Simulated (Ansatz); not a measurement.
**SnSiH4OF (SMILES [F][SnH][O][SiH3]) at UCCSD(T)/def2-SVP (core potential)**

What is the vertical doublet–quartet gap of SnSiH4OF at UCCSD(T)/def2-SVP (core potential)? 

Program for the calculation: Ansatz 0.2.0.

106 further runs of the same task are left out: 3 that didn't finish, 103 set aside as unsound or not needed. Runs told in other sessions of the task aren't counted.

## 1. Starting point

The species is SnSiH4OF (8 atoms), meant as a doublet with charge 0. As SMILES, `[F][SnH][O][SiH3]`. The coordinates come from a PBE0-D4/def2-TZVP relaxation. This is one conformer, not always the lowest.

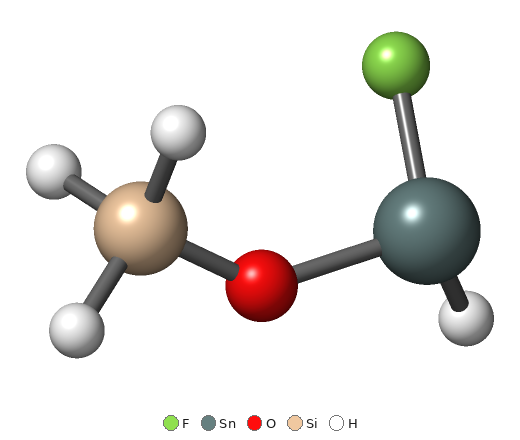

Viewed from a chosen angle; fluorine green, tin teal, oxygen red, silicon light orange, hydrogen white.

## 2. The energy at UCCSD(T)/def2-SVP (core potential)

Contents of in.yaml:

```yaml
crystal:
  periodic: [false, false, false]
  atoms:
    - symbol: F
      position_ang: [-1.607300, 1.731700, 1.020300]
    - symbol: Sn
      position_ang: [-0.420700, 1.874500, -0.493500]
    - symbol: O
      position_ang: [0.210000, 0.039300, -0.694400]
    - symbol: Si
      position_ang: [0.713800, -1.182700, 0.276900]
    - symbol: H
      position_ang: [-1.435700, 2.176300, -1.877100]
    - symbol: H
      position_ang: [1.729100, -1.982100, -0.456700]
    - symbol: H
      position_ang: [-0.427200, -2.061300, 0.643600]
    - symbol: H
      position_ang: [1.330300, -0.652900, 1.525000]
basis:
  gaussian: {orbitals: def2-SVP}
magnetization: {spin_polarized: true, initial_magnetization: 1}
correlation: {method: ccsd_t, frozen_orbitals: {F: 1, H: 0, O: 1, Si: 5, Sn: 4}}
accuracy: high
scf: {omitted_lower_state_checks: [cluster_reference, increment]}
```

On the command line:

```sh
$ ansatz run in.yaml --threads 1 --pin off --max-ram 3480MiB --events-out events.jsonl --progress --plain --runs-dir runs
```

Standard output:

```text
Warning: RAYON_NUM_THREADS=1 ignored (pool sized by the plan → 1); use --threads N
Functional definition: HF
  name "HF"
  exchange = exact_x
  correlation = 0
these checks for a lower state are left out or cut short: cluster_reference, increment
2096 factors; integrals over basis functions are off by at most 8.4e-9 eV
mean field evaluation 1: about -18464.3376 eV, gradient 3.2e1 eV
mean field evaluation 2: about -18464.4659 eV, gradient 3.2e1 eV
mean field evaluation 4: about -18468.9472 eV, gradient 2.5e0 eV
mean field evaluation 8: about -18469.0504 eV, gradient 1.6e-1 eV
mean field evaluation 16: about -18469.0513 eV, gradient 3.1e-6 eV
mean field -18469.05133646 eV, -678.7251178422 hartree, gradient 2.7e-8 eV, S^2 0.762986; 0 other end points of the search recorded, 0 dependent functions left out
11 core orbitals not correlated: weight in the atoms' cores, before any rotation towards them, 1.000 or more for the frozen orbitals, at most 0.000 for the correlated occupied ones
reference -18469.05133646 eV, -678.7251178422 hartree; 18, 17 occupied and 63, 64 virtual orbitals, 2096 factors
second order -15.40688069 eV of doubles, -0.00000000 eV of singles
cycle   1  -15.70354046 eV  change   -3.0e-1 eV  update   1.2e-1
cycle   2  -16.17478807 eV  change   -4.7e-1 eV  update   3.8e-2
cycle   3  -16.33722611 eV  change   -1.6e-1 eV  update   2.3e-2
cycle   4  -16.33725513 eV  change   -2.9e-5 eV  update   6.9e-3
cycle   5  -16.33289549 eV  change    4.4e-3 eV  update   3.9e-3
cycle   6  -16.33377915 eV  change   -8.8e-4 eV  update   1.6e-3
cycle   7  -16.33402081 eV  change   -2.4e-4 eV  update   7.7e-4
cycle   8  -16.33406857 eV  change   -4.8e-5 eV  update   3.1e-4
cycle   9  -16.33417784 eV  change   -1.1e-4 eV  update   1.3e-4
cycle  10  -16.33416165 eV  change    1.6e-5 eV  update   5.5e-5
cycle  11  -16.33414551 eV  change    1.6e-5 eV  update   2.4e-5
cycle  12  -16.33415595 eV  change   -1.0e-5 eV  update   1.2e-5
cycle  13  -16.33415841 eV  change   -2.5e-6 eV  update   5.0e-6
cycle  14  -16.33416123 eV  change   -2.8e-6 eV  update   2.4e-6
cycle  15  -16.33416282 eV  change   -1.6e-6 eV  update   1.1e-6
cycle  16  -16.33416261 eV  change    2.1e-7 eV  update   4.7e-7
cycle  17  -16.33416258 eV  change    2.8e-8 eV  update   2.3e-7
cycle  18  -16.33416258 eV  change    3.7e-9 eV  update   1.2e-7
cycle  19  -16.33416256 eV  change    1.6e-8 eV  update   6.6e-8
cycle  20  -16.33416255 eV  change    1.1e-8 eV  update   3.8e-8
cycle  21  -16.33416261 eV  change   -5.6e-8 eV  update   8.9e-8
cycle  22  -16.33416264 eV  change   -2.9e-8 eV  update   2.4e-8
cycle  23  -16.33416264 eV  change   -3.1e-9 eV  update   9.7e-9
cycle  24  -16.33416265 eV  change   -5.1e-9 eV  update   4.6e-9
cycle  25  -16.33416265 eV  change  -3.1e-10 eV  update   2.4e-9
perturbative correction -0.35635981 eV, -0.0130959815 hartree
Total energy: -18485.74185892 eV, -679.3384832293 hartree
Checks for a lower state left out: cluster_reference, increment
```

Run time: 2.9 min. Hardware: 1 thread of Arm Neoverse V1, shared host; peak memory 1.2 GiB.

## 3. The quartet

Contents of run.yaml:

```yaml
crystal:
  periodic: [false, false, false]
  atoms:
    - {symbol: F, position_ang: [-1.607300, 1.731700, 1.020300]}
    - {symbol: Sn, position_ang: [-0.420700, 1.874500, -0.493500]}
    - {symbol: O, position_ang: [0.210000, 0.039300, -0.694400]}
    - {symbol: Si, position_ang: [0.713800, -1.182700, 0.276900]}
    - {symbol: H, position_ang: [-1.435700, 2.176300, -1.877100]}
    - {symbol: H, position_ang: [1.729100, -1.982100, -0.456700]}
    - {symbol: H, position_ang: [-0.427200, -2.061300, 0.643600]}
    - {symbol: H, position_ang: [1.330300, -0.652900, 1.525000]}
basis:
  gaussian:
    orbitals: def2-SVP
magnetization:
  spin_polarized: true
  initial_magnetization: 3
correlation:
  method: ccsd_t
  frozen_orbitals: {F: 1, H: 0, O: 1, Si: 5, Sn: 4}
accuracy: high
scf:
  omitted_lower_state_checks: [cluster_reference, increment]
```

On the command line:

```sh
$ ansatz run run.yaml --threads 1 --pin off --max-ram 3480MiB --events-out events.jsonl --progress --plain --runs-dir runs
```

Standard output:

```text
Warning: RAYON_NUM_THREADS=1 ignored (pool sized by the plan → 1); use --threads N
[... 4 set-up lines as earlier in the session ...]
these checks for a lower state are left out or cut short: cluster_reference, increment
2096 factors; integrals over basis functions are off by at most 8.4e-9 eV
mean field evaluation 1: about -18455.9637 eV, gradient 3.0e1 eV
mean field evaluation 2: about -18456.1314 eV, gradient 3.0e1 eV
mean field evaluation 4: about -18460.8609 eV, gradient 4.1e0 eV
mean field evaluation 8: about -18462.2486 eV, gradient 1.4e0 eV
mean field evaluation 16: about -18462.4185 eV, gradient 3.3e-1 eV
mean field evaluation 32: about -18462.4164 eV, gradient 8.5e-2 eV
mean field evaluation 64: about -18461.3567 eV, gradient 3.6e-1 eV
mean field evaluation 96: about -18462.1241 eV, gradient 3.1e0 eV
mean field evaluation 128: about -18462.4134 eV, gradient 1.1e-1 eV
mean field evaluation 160: about -18462.4194 eV, gradient 4.8e-5 eV
mean field evaluation 192: about -18462.4194 eV, gradient 6.4e-8 eV
mean field -18462.41938024 eV, -678.4813979464 hartree, gradient 8.6e-8 eV, S^2 3.762495; 10 other end points of the search recorded, 0 dependent functions left out
11 core orbitals not correlated: weight in the atoms' cores, before any rotation towards them, 1.000 or more for the frozen orbitals, at most 0.000 for the correlated occupied ones
reference -18462.41938024 eV, -678.4813979464 hartree; 19, 16 occupied and 62, 65 virtual orbitals, 2096 factors
second order -14.28639575 eV of doubles, -0.00000000 eV of singles
cycle   1  -14.96447451 eV  change   -6.8e-1 eV  update   1.2e-1
cycle   2  -15.45222760 eV  change   -4.9e-1 eV  update   4.7e-2
cycle   3  -15.63593239 eV  change   -1.8e-1 eV  update   4.0e-2
cycle   4  -15.66808216 eV  change   -3.2e-2 eV  update   2.5e-2
cycle   5  -15.67808413 eV  change   -1.0e-2 eV  update   1.8e-2
cycle   6  -15.69464801 eV  change   -1.7e-2 eV  update   1.0e-2
cycle   7  -15.70676056 eV  change   -1.2e-2 eV  update   6.5e-3
cycle   8  -15.70936124 eV  change   -2.6e-3 eV  update   4.6e-3
cycle   9  -15.71263679 eV  change   -3.3e-3 eV  update   3.5e-3
cycle  10  -15.71262557 eV  change    1.1e-5 eV  update   2.6e-3
cycle  11  -15.71125398 eV  change    1.4e-3 eV  update   1.9e-3
cycle  12  -15.71266893 eV  change   -1.4e-3 eV  update   1.4e-3
cycle  13  -15.71262877 eV  change    4.0e-5 eV  update   1.0e-3
cycle  14  -15.71267097 eV  change   -4.2e-5 eV  update   8.5e-4
cycle  15  -15.71288453 eV  change   -2.1e-4 eV  update   7.5e-4
cycle  16  -15.71274198 eV  change    1.4e-4 eV  update   7.2e-4
cycle  17  -15.71285219 eV  change   -1.1e-4 eV  update   6.8e-4
cycle  18  -15.71307840 eV  change   -2.3e-4 eV  update   6.3e-4
cycle  19  -15.71312683 eV  change   -4.8e-5 eV  update   5.6e-4
cycle  20  -15.71316412 eV  change   -3.7e-5 eV  update   5.2e-4
cycle  21  -15.71347622 eV  change   -3.1e-4 eV  update   4.7e-4
cycle  22  -15.71353259 eV  change   -5.6e-5 eV  update   1.7e-4
cycle  23  -15.71353405 eV  change   -1.5e-6 eV  update   1.3e-4
cycle  24  -15.71357108 eV  change   -3.7e-5 eV  update   7.7e-5
cycle  25  -15.71360426 eV  change   -3.3e-5 eV  update   5.5e-5
cycle  26  -15.71360368 eV  change    5.8e-7 eV  update   3.7e-5
cycle  27  -15.71360221 eV  change    1.5e-6 eV  update   2.6e-5
cycle  28  -15.71359543 eV  change    6.8e-6 eV  update   1.5e-5
cycle  29  -15.71358574 eV  change    9.7e-6 eV  update   1.1e-5
cycle  30  -15.71357735 eV  change    8.4e-6 eV  update   7.4e-6
cycle  31  -15.71357533 eV  change    2.0e-6 eV  update   4.4e-6
cycle  32  -15.71357090 eV  change    4.4e-6 eV  update   3.2e-6
cycle  33  -15.71356974 eV  change    1.2e-6 eV  update   2.0e-6
cycle  34  -15.71356842 eV  change    1.3e-6 eV  update   1.5e-6
cycle  35  -15.71356836 eV  change    6.2e-8 eV  update   1.3e-6
cycle  36  -15.71356904 eV  change   -6.8e-7 eV  update   1.1e-6
cycle  37  -15.71356981 eV  change   -7.7e-7 eV  update   9.0e-7
cycle  38  -15.71357051 eV  change   -7.0e-7 eV  update   7.3e-7
cycle  39  -15.71357073 eV  change   -2.2e-7 eV  update   6.3e-7
cycle  40  -15.71357112 eV  change   -3.9e-7 eV  update   5.3e-7
cycle  41  -15.71357128 eV  change   -1.6e-7 eV  update   4.6e-7
cycle  42  -15.71357141 eV  change   -1.3e-7 eV  update   3.8e-7
cycle  43  -15.71357128 eV  change    1.2e-7 eV  update   3.2e-7
cycle  44  -15.71357106 eV  change    2.3e-7 eV  update   2.2e-7
cycle  45  -15.71357081 eV  change    2.5e-7 eV  update   1.2e-7
cycle  46  -15.71357078 eV  change    2.3e-8 eV  update   8.2e-8
cycle  47  -15.71357079 eV  change   -1.1e-8 eV  update   4.7e-8
cycle  48  -15.71357082 eV  change   -2.2e-8 eV  update   3.1e-8
cycle  49  -15.71357083 eV  change   -1.6e-8 eV  update   1.7e-8
cycle  50  -15.71357083 eV  change    6.1e-9 eV  update   1.2e-8
cycle  51  -15.71357083 eV  change   -2.6e-9 eV  update   9.3e-9
cycle  52  -15.71357084 eV  change   -5.4e-9 eV  update   6.3e-9
cycle  53  -15.71357084 eV  change   -5.7e-9 eV  update   4.6e-9
cycle  54  -15.71357084 eV  change   -3.5e-9 eV  update   4.0e-9
perturbative correction -0.38265755 eV, -0.0140624055 hartree
Total energy: -18478.51560863 eV, -679.0729234294 hartree
Checks for a lower state left out: cluster_reference, increment
```

It took 6.1 min on 1 thread of Arm Neoverse V1, shared host; peak memory 1.2 GiB.

## 4. Outcome

Level: UCCSD(T)/def2-SVP (core potential), 11 core orbitals frozen.

| quantity | value |
| --- | --- |
| doublet: total energy | -679.33848 Eh |
| doublet: correlation energy (11 core orbitals frozen) | -613.4 mEh |
| doublet: (T) correction | -13.10 mEh |
| doublet: ⟨S²⟩ of the reference determinant | 0.763 |
| doublet: T1 diagnostic | 0.015 |
| quartet: total energy | -679.07292 Eh |
| quartet: correlation energy (11 core orbitals frozen) | -591.5 mEh |
| quartet: (T) correction | -14.06 mEh |
| quartet: ⟨S²⟩ of the reference determinant | 3.762 |
| quartet: T1 diagnostic | 0.039 |
| vertical energy of the quartet above the doublet | 7.226 eV |

At this shape the quartet lies 7.23 eV (697 kJ/mol) above the doublet. The triples (doublet) make up 2.1 % of the correlation energy. The triples (quartet) make up 2.4 % of the correlation energy.
